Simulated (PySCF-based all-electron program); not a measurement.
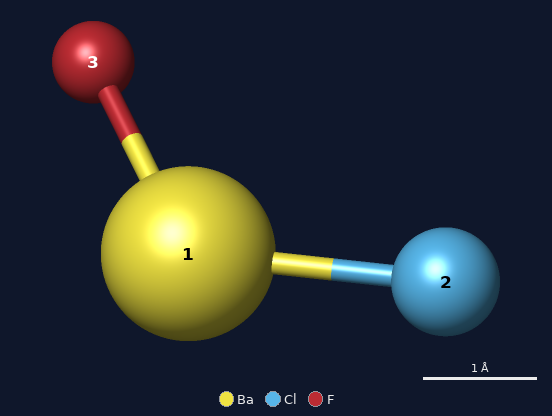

(Drawn from a calculation with PySCF-based all-electron program.)

Atoms carry their numbers in the input. Geometry: a fixed input geometry, not necessarily a minimum.

### Describe the coordination of atom 1.

Ba1 has 2 neighbours (Cl2 at 2.33, F3 at 2.24 Å); the arrangement is bent.
